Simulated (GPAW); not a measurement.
**Work function of TaSi2As4 monolayer at several levels**

How far do functional and basis move the work function of TaSi2As4 monolayer?

Calculated with GPAW 26.7.0; GPAW, PAW setups; layer in a repeated cell with vacuum, relaxation of atoms and in-plane cell, in the first sound run; inputs show where later runs differ.

**1. The structure**

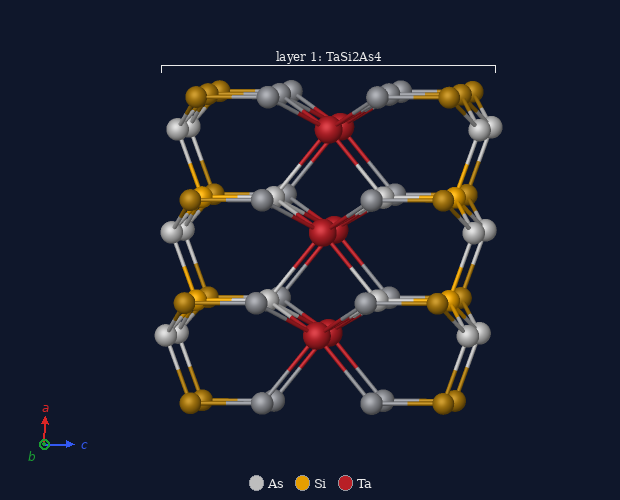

The cell as given, from the side, with the c axis across the page (arsenic light grey, silicon orange, tantalum red). 2×1×1 cells are drawn. Some periodic images of atoms are drawn too.

The cell holds 7 atoms: 4 As, 2 Si and 1 Ta. Cell: a = 3.630 Å, b = 3.630 Å, c = 23.389 Å, α = 90.0°, β = 90.0°, γ = 120.0°. Vacuum lies along c.

Coordinates:

```cif
data_structure
_symmetry_space_group_name_H-M 'P 1'
_symmetry_Int_Tables_number 1
_cell_length_a 3.6300
_cell_length_b 3.6300
_cell_length_c 23.3885
_cell_angle_alpha 90.000
_cell_angle_beta 90.000
_cell_angle_gamma 120.000
_cell_volume 266.90
loop_
_atom_site_label
_atom_site_type_symbol
_atom_site_fract_x
_atom_site_fract_y
_atom_site_fract_z
_atom_site_occupancy
As1 As 0.00000 0.00000 0.29929 1
Si2 Si 0.33333 0.66667 0.33187 1
As3 As 0.33333 0.66667 0.42722 1
Ta4 Ta 0.00000 0.00000 0.50000 1
As5 As 0.33333 0.66667 0.57278 1
Si6 Si 0.33333 0.66667 0.66813 1
As7 As 0.00000 0.00000 0.70071 1
```

**2. Relaxing the atoms**

Forces are removed first; all later runs use this geometry.

run.py reads:

```python
import json
import numpy as np
from ase import Atoms
from ase.filters import FrechetCellFilter
from ase.optimize import BFGS
from gpaw import GPAW, PW

slab = Atoms(
    ['As', 'Si', 'As', 'Ta', 'As', 'Si', 'As'],
    positions=[
        [0.00000, 0.00000, 7.00000],
        [-0.00000, 2.09578, 7.76197],
        [-0.00000, 2.09578, 9.99197],
        [0.00000, 0.00000, 11.69423],
        [-0.00000, 2.09578, 13.39650],
        [-0.00000, 2.09578, 15.62650],
        [0.00000, 0.00000, 16.38847]],
    cell=[[3.63, 0.0, 0.0], [-1.815, 3.14367, 0.0], [0.0, 0.0, 23.3885]],
    pbc=[True, True, True],
    magmoms=[0.0, 0.0, 0.0, 1.0, 0.0, 0.0, 0.0])

slab.calc = GPAW(mode=PW(600), xc='PBE', kpts={'size': (9, 9, 1), 'gamma': True},
                 occupations={'name': 'fermi-dirac', 'width': 0.05}, nbands='200%',
                 convergence={'density': 1e-05}, maxiter=200,
                 symmetry={'tolerance': 1e-3}, txt='slab.txt')
result = {}
# The in-plane cell is free; stress needs a cell that repeats along all three vectors
path = []
opt = BFGS(FrechetCellFilter(slab, mask=[1, 1, 0, 0, 0, 1]), maxstep=0.2)
opt.attach(lambda: path.append((slab.get_potential_energy(), slab.positions.tolist(), slab.get_forces().tolist())))
result['relaxed'] = bool(opt.run(fmax=0.02, steps=45))
result['path'] = path
result['cell'] = slab.cell.tolist()
print('in-plane lattice', slab.cell.cellpar().round(4)[[0, 1, 5]])
energy = slab.get_potential_energy()
fermi = slab.calc.get_fermi_level()
v = slab.calc.get_electrostatic_potential().mean((0, 1)) - fermi
n = slab.calc.get_pseudo_density().mean((0, 1))
L = slab.cell[2, 2]
z = np.arange(len(v)) * L / len(v)
low, high = slab.positions[:, 2].min(), slab.positions[:, 2].max()
below, above = np.interp([low - 4.8, high + 4.8], z, v)
slopes = [np.interp(x, z, np.gradient(v, z)) for x in (low - 4.8, high + 4.8)]
eps = np.array([[slab.calc.get_eigenvalues(k, s) for k in range(len(slab.calc.get_ibz_k_points()))]
                for s in range(slab.calc.get_number_of_spins())]) - fermi
top, bottom = eps[eps < 0].max(), eps[eps > 0].min()
dipole = slab.get_dipole_moment()[2]
print(f'energy {energy:.4f} eV, Fermi level {fermi:.4f} eV, dipole {dipole:.5f} e A')
print(f'potential 4.8 A off the faces, from the Fermi level: lower {below:.4f} eV, upper {above:.4f} eV')
print(f'slope of the potential there: lower {slopes[0]:.5f}, upper {slopes[1]:.5f} eV/A')
print(f'nearest levels on the mesh: {top:.4f} and {bottom:.4f} eV')
print('magnetic moment', round(slab.get_magnetic_moment(), 3))
result.update(energy=energy, fermi=fermi, dipole=dipole, below=below, above=above, slopes=slopes, edges=[top, bottom],
              z=z.tolist(), v=v.tolist(), n=n.tolist(), positions=slab.positions.tolist(),
              forces=slab.get_forces(apply_constraint=False).tolist(), moments=slab.get_magnetic_moments().tolist())
json.dump(result, open('result.json', 'w'))
```

Started as:

```sh
$ OMP_NUM_THREADS=1 OPENBLAS_NUM_THREADS=1 python run.py
```

The program printed:

```text
Step          Energy          fmax
BFGS:    0      -38.443541        3.357424
BFGS:    1      -39.102055        2.802724
BFGS:    2      -40.145693        0.620284
BFGS:    3      -40.175165        0.280222
BFGS:    4      -40.182010        0.256269
BFGS:    5      -40.223518        0.154006
BFGS:    6      -40.225658        0.074690
BFGS:    7      -40.226074        0.068106
BFGS:    8      -40.226460        0.067026
BFGS:    9      -40.227356        0.062843
BFGS:   10      -40.228404        0.070682
BFGS:   11      -40.229113        0.045829
BFGS:   12      -40.229291        0.016983
in-plane lattice [  3.6873   3.6873 120.    ]
energy -40.2178 eV, Fermi level 1.1821 eV, dipole -0.00082 e A
potential 4.8 A off the faces, from the Fermi level: lower 4.9067 eV, upper 4.9083 eV
slope of the potential there: lower -0.00062, upper -0.00027 eV/A
nearest levels on the mesh: -0.0827 and 0.0549 eV
magnetic moment -0.0
```

Wall time 31 min (1 thread of Intel Xeon Platinum 8375C at 2.90GHz (Ice Lake), shared host); peak memory 0.88 GiB.

Numbers from this step:

- dipole along the normal: -8.25e-4 e·Å
- levels nearest the Fermi level on the mesh: -0.08273, 0.05489 eV from the Fermi level
- sum of the site moments: 0 μB

The electrostatic potential energy of an electron (without an applied field's), less the Fermi level, planar mean oscillates, so the rows of the table below give means over windows of 1.73 Å about each position, cut where the curve ends. Its maxima inside the range that stand out by 2 % of the span (Å: eV): 7.3: -9.50, 9.0: 2.14, 10.8: -5.56, 12.6: -5.56, 14.4: 2.14, 16.1: -9.49. Its minima: 6.8: -14.1, 7.7: -11.1, 10.2: -12.3, 11.7: -16.6, 13.2: -12.3, 15.7: -11.1, 16.6: -14.1.

Electrostatic potential energy of an electron (without an applied field's), less the Fermi level, planar mean against z; means over each step:

```
z (Å)  electrostatic potential energy of an electron (without an applied field's), less the Fermi level, planar mean (eV)
 0.86                                                                                                                4.91
 2.59                                                                                                                4.91
 4.32                                                                                                                4.78
 6.05                                                                                                               -3.82
 7.78                                                                                                               -7.82
 9.51                                                                                                               -3.61
11.24                                                                                                               -10.8
12.97                                                                                                               -8.10
14.70                                                                                                               -1.73
16.43                                                                                                               -10.4
18.16                                                                                                                3.33
19.89                                                                                                                4.90
21.62                                                                                                                4.91
```

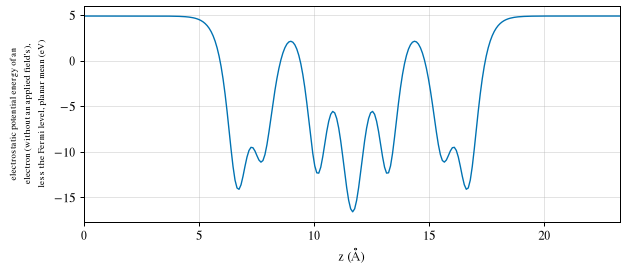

Electrostatic potential energy of an electron (without an applied field's), less the Fermi level, planar mean, plotted against z.

The pseudo valence density, planar mean oscillates, so the rows of the table below give means over windows of 1 Å about each position, cut where the curve ends. Its maxima inside the range that stand out by 2 % of the span (Å: e/Å³): 6.2: 0.254, 7.3: 0.381, 9.7: 0.245, 11.6: 0.981, 13.7: 0.245, 16.1: 0.381, 17.2: 0.254. Its minima: 6.6: 0.182, 8.8: 0.123, 10.0: 0.177, 13.3: 0.177, 14.6: 0.123, 16.8: 0.182.

Pseudo valence density, planar mean against z; means over each step:

```
z (Å)  pseudo valence density, planar mean (e/Å³)
    3                                      8.0e-5
    4                                     0.00134
    5                                      0.0227
    6                                       0.176
    7                                       0.295
    8                                       0.204
    9                                       0.145
   10                                       0.224
   11                                       0.492
   12                                       0.713
   13                                       0.276
   14                                       0.183
   15                                       0.157
   16                                       0.310
   17                                       0.219
   18                                      0.0612
   19                                     0.00411
   20                                      2.4e-4
   21                                      1.4e-5
```

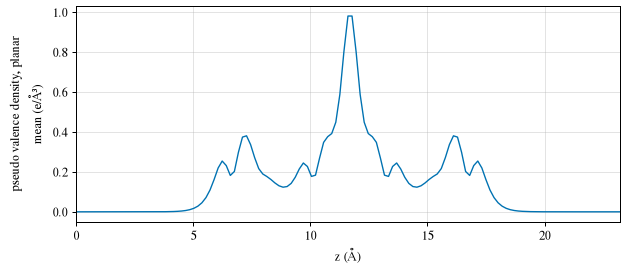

Pseudo valence density, planar mean, plotted against z.

The relaxation lowered the energy of the cell by 1.79 eV (energies extrapolated to zero smearing; the optimiser's log prints free energies). The largest force left on a free atom is 0.017 eV/Å.

**3. Plane waves, PBE**

The work function is the vacuum plateau of the electrostatic potential less the Fermi level; a dipole layer lets the two faces have plateaus of their own.

This step: GPAW, PAW setups; slab in vacuum (GPAW 26.7.0).

The cell differs from the one that the last finished run ended in (c 23.389 → 24.018 Å).

run.py reads:

```python
import json
import numpy as np
from ase import Atoms
from gpaw import GPAW, PW

slab = Atoms(
    ['As', 'Si', 'As', 'Ta', 'As', 'Si', 'As'],
    positions=[
        [-0.00000, -0.00000, 7.00000],
        [-0.00000, 2.12884, 8.09811],
        [-0.00000, 2.12884, 10.48022],
        [-0.00000, 0.00000, 12.00917],
        [0.00000, 2.12884, 13.53813],
        [0.00000, 2.12884, 15.92024],
        [-0.00000, -0.00000, 17.01835]],
    cell=[[3.68726, -0.0, 0.0], [-1.84363, 3.19326, 0.0], [0.0, 0.0, 24.0183]],
    pbc=[True, True, False],
    magmoms=[0.0, 0.0, 0.0, 1.0, 0.0, 0.0, 0.0])

slab.calc = GPAW(mode=PW(400), xc='PBE', kpts={'size': (9, 9, 1), 'gamma': True},
                 occupations={'name': 'fermi-dirac', 'width': 0.05}, nbands='200%',
                 convergence={'density': 1e-05}, maxiter=200,
                 poissonsolver={'dipolelayer': 'xy'},
                 symmetry={'tolerance': 1e-3}, txt='slab.txt')
result = {}
energy = slab.get_potential_energy()
fermi = slab.calc.get_fermi_level()
v = slab.calc.get_electrostatic_potential().mean((0, 1)) - fermi
n = slab.calc.get_pseudo_density().mean((0, 1))
L = slab.cell[2, 2]
z = np.arange(len(v)) * L / len(v)
low, high = slab.positions[:, 2].min(), slab.positions[:, 2].max()
below, above = np.interp([low - 4.8, high + 4.8], z, v)
slopes = [np.interp(x, z, np.gradient(v, z)) for x in (low - 4.8, high + 4.8)]
eps = np.array([[slab.calc.get_eigenvalues(k, s) for k in range(len(slab.calc.get_ibz_k_points()))]
                for s in range(slab.calc.get_number_of_spins())]) - fermi
top, bottom = eps[eps < 0].max(), eps[eps > 0].min()
dipole = slab.get_dipole_moment()[2]
print(f'energy {energy:.4f} eV, Fermi level {fermi:.4f} eV, dipole {dipole:.5f} e A')
print(f'potential 4.8 A off the faces, from the Fermi level: lower {below:.4f} eV, upper {above:.4f} eV')
print(f'slope of the potential there: lower {slopes[0]:.5f}, upper {slopes[1]:.5f} eV/A')
print(f'nearest levels on the mesh: {top:.4f} and {bottom:.4f} eV')
print('magnetic moment', round(slab.get_magnetic_moment(), 3))
result.update(energy=energy, fermi=fermi, dipole=dipole, below=below, above=above, slopes=slopes, edges=[top, bottom],
              z=z.tolist(), v=v.tolist(), n=n.tolist(), positions=slab.positions.tolist(),
              forces=slab.get_forces(apply_constraint=False).tolist(), moments=slab.get_magnetic_moments().tolist())
json.dump(result, open('result.json', 'w'))
```

The program printed:

```text
energy -40.2047 eV, Fermi level 1.0225 eV, dipole 0.00086 e A
potential 4.8 A off the faces, from the Fermi level: lower 4.9153 eV, upper 4.8996 eV
slope of the potential there: lower -0.00017, upper 0.00017 eV/A
nearest levels on the mesh: -0.0827 and 0.0549 eV
magnetic moment 0.0
```

It took 2 min on 1 thread; peak memory 0.33 GiB.

Numbers from this step:

- dipole along the normal: 8.64e-4 e·Å
- levels nearest the Fermi level on the mesh: -0.08267, 0.05488 eV from the Fermi level
- upper work function: 4.900 eV
- lower work function: 4.915 eV

The electrostatic potential energy of an electron (without an applied field's), less the Fermi level, planar mean oscillates, so the rows of the table below give means over windows of 1.72 Å about each position, cut where the curve ends. Its maxima inside the range that stand out by 2 % of the span (Å: eV): 7.6: -9.47, 9.3: 2.14, 11.2: -5.55, 12.9: -5.55, 14.7: 2.13, 16.4: -9.48. Its minima: 7.1: -14.1, 8.0: -11.1, 10.5: -12.4, 12.0: -16.6, 13.5: -12.4, 16.0: -11.1, 16.9: -14.1.

The electrostatic potential energy of an electron (without an applied field's), less the Fermi level, planar mean by z; means over each step:

```
z (Å)  electrostatic potential energy of an electron (without an applied field's), less the Fermi level, planar mean (eV)
 0.86                                                                                                                4.91
 2.58                                                                                                                4.91
 4.30                                                                                                                4.87
 6.02                                                                                                              -0.127
 7.74                                                                                                               -10.4
 9.46                                                                                                               -1.34
11.18                                                                                                               -10.2
12.90                                                                                                               -10.0
14.62                                                                                                               -1.14
16.34                                                                                                               -10.7
18.06                                                                                                               0.455
19.78                                                                                                                4.86
21.50                                                                                                                4.90
23.22                                                                                                                4.90
```

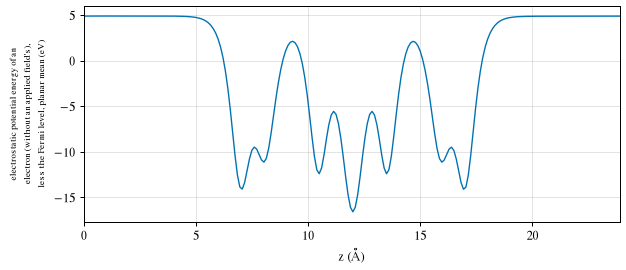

Electrostatic potential energy of an electron (without an applied field's), less the Fermi level, planar mean, plotted against z.

The pseudo valence density, planar mean oscillates, so the rows of the table below give means over windows of 2 Å about each position, cut where the curve ends. Its maxima inside the range that stand out by 2 % of the span (Å: e/Å³): 6.6: 0.249, 7.5: 0.386, 10.1: 0.245, 12.0: 1.01, 13.9: 0.245, 16.5: 0.386, 17.4: 0.249. Its minima: 6.9: 0.190, 9.2: 0.123, 10.5: 0.176, 13.5: 0.176, 14.8: 0.123, 17.2: 0.190.

Table of pseudo valence density, planar mean by z; means over each step:

```
z (Å)  pseudo valence density, planar mean (e/Å³)
    2                                      4.2e-6
    4                                     0.00126
    6                                       0.118
    8                                       0.243
   10                                       0.204
   12                                       0.606
   14                                       0.206
   16                                       0.243
   18                                       0.119
   20                                     0.00133
   22                                      4.4e-6
```

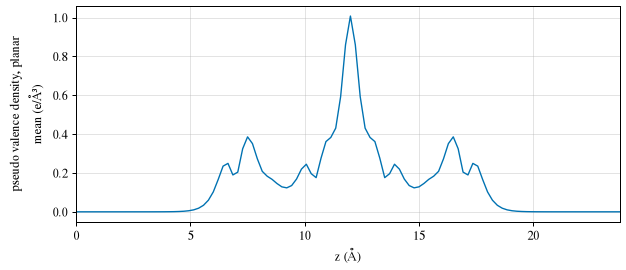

Pseudo valence density, planar mean, plotted against z.

The potential is flat to 1.7e-4 eV/Å where it is read, so the vacuum is wide enough.

[end of part 1 of 3]

[Logs are printed without paths, hosts, clocks, repeated set-up lines and the standing remarks that a program may print on its own settings, such as how far it seeks lower states.]

[Hosts, paths, dates, database ids (printed as entryN), source tags and the programs' standing remarks are cut or masked in the printed files.]
